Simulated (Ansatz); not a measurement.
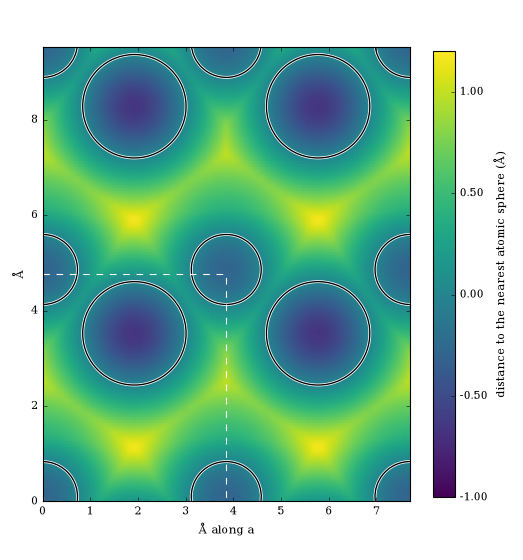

Map of the distance to the nearest atomic sphere in Ga₂SbP₃ (Imm2), computed on the section y = 0.626 (parallel to a and c; the dashed line is one cell). The black line marks the spheres' surfaces; positive values are empty space; unlabelled circles belong to atoms above or below the section.

Hard-sphere model; covalent radii (Cordero): Ga 1.22 Å, Sb 1.39 Å, P 1.07 Å.

Origin of the cell: the end point of a relaxation with DFT, PBEsol, plane waves, PAW in Ansatz 0.2.0.

```cif
data_structure
_symmetry_space_group_name_H-M 'Imm2'
_symmetry_Int_Tables_number 44
_cell_length_a 3.8514
_cell_length_b 13.9373
_cell_length_c 4.7598
_cell_angle_alpha 90.000
_cell_angle_beta 90.000
_cell_angle_gamma 90.000
_cell_volume 255.49
loop_
_atom_site_label
_atom_site_type_symbol
_atom_site_symmetry_multiplicity
_atom_site_Wyckoff_symbol
_atom_site_fract_x
_atom_site_fract_y
_atom_site_fract_z
_atom_site_occupancy
Ga1 Ga 4 d 0.50000 0.66614 0.74044 1
Sb1 Sb 2 b 0.50000 0.00000 0.68507 1
P1 P 4 d 0.50000 0.81812 0.52161 1
P2 P 2 a 0.00000 0.00000 0.04984 1
```

Where is the largest hole in this section, and how large is it?

Answer. At 0.500, 0.626, 0.240 (fractional), where the distance reaches 1.22 Å; it is enclosed by 3 P + 2 Ga + 2 Sb. It is the largest hole of the crystal.

How much of the crystal lies outside the spheres?

Answer. About 67 % of the cell's volume, and 71 % of this section's area.

What can pass through?

Answer. The largest sphere that fits anywhere has a diameter of 2.45 Å; the largest that can travel through the crystal, about 1.8 Å.
